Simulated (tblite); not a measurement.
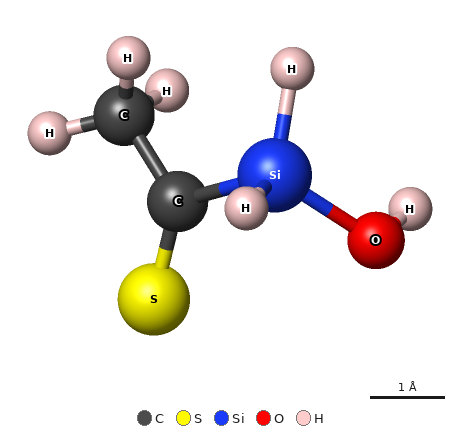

This is the input geometry for a relaxation of C2H6OSSi. A ball-and-stick model, seen at a tilt.

Computed with GFN2-xTB geometry optimisation, gas phase (tblite 0.8.0).

```xyz
11

C    -1.6230   -0.2543   -0.1129
C    -0.3711   -0.1282    0.6864
S    -0.3083   -0.6243    2.0338
Si    1.0622    0.6687   -0.1453
O     2.4168   -0.3483    0.1192
H    -1.5909    0.5764   -0.8433
H    -1.5437   -1.2215   -0.6687
H    -2.5254   -0.2891    0.5066
H     0.7413    0.8116   -1.5727
H     1.3488    1.9692    0.4420
H     2.3988   -1.1576   -0.4710
```

> What does the optimiser find from here?

The energy falls by 36.2 kcal/mol in 121 geometry steps. H11 moves most after the best rigid fit: 1.39 Å. Largest moves by element: H 1.39 Å, S 1.00 Å, Si 0.41 Å, C 0.39 Å, O 0.29 Å. Near-neighbour distances that change, for instance: C2–S3 1.437 → 1.632 Å, Si4–O5 1.714 → 1.614 Å, C2–Si4 1.839 → 1.908 Å, O5–H11 1.002 → 0.960 Å. Among the angles between lasting bonds that change: Si4–O5–H11 112.0° → 118.8°, H6–C1–H8 114.9° → 109.4°, C2–C1–H6 105.4° → 109.3°. Groups turn about Si4–O5 by about 75°, C2–Si4 by about 50°, C1–C2 by about 30°. Cost: 1 s on 1 thread of Arm Neoverse N1, on a shared host.

History of the run:

| step | E − E(0), kcal/mol |
| --- | --- |
| 0 | 0.00 |
| 1 | -15.08 |
| 2 | -26.36 |
| 3 | -29.75 |
| 4 | -30.57 |
| 5 | -30.90 |
| 6 | -31.77 |
| 7 | -31.86 |
| 8 | -32.22 |
| 9 | -32.48 |
| 10 | -32.67 |
| 16 | -33.03 |
| 22 | -33.17 |
| 28 | -33.25 |
| 33 | -33.35 |
| 39 | -33.56 |
| 45 | -33.79 |
| 51 | -34.08 |
| 57 | -34.48 |
| 63 | -34.87 |
| 68 | -35.23 |
| 74 | -35.57 |
| 80 | -35.69 |
| 86 | -35.75 |
| 92 | -35.86 |
| 98 | -36.10 |
| 103 | -36.16 |
| 109 | -36.18 |
| 115 | -36.19 |
| 121 | -36.20 |

The structure at the end:

```xyz
11

C    -1.7122   -0.0518    0.0081
C    -0.3141   -0.3675    0.3879
S     0.0093   -1.4464    1.5690
Si    1.1384    0.4891   -0.5041
O     2.5049   -0.0742    0.1446
H    -1.8925    1.0146    0.1481
H    -1.8561   -0.2611   -1.0523
H    -2.4331   -0.6210    0.5924
H     1.0785    0.1198   -1.9144
H     1.0337    1.9232   -0.2560
H     2.4487   -0.7221    0.8506
```

The end point in the same view:

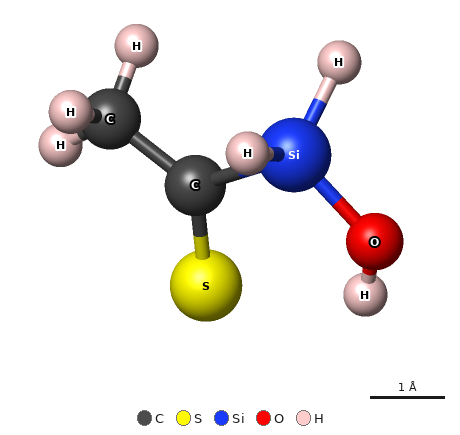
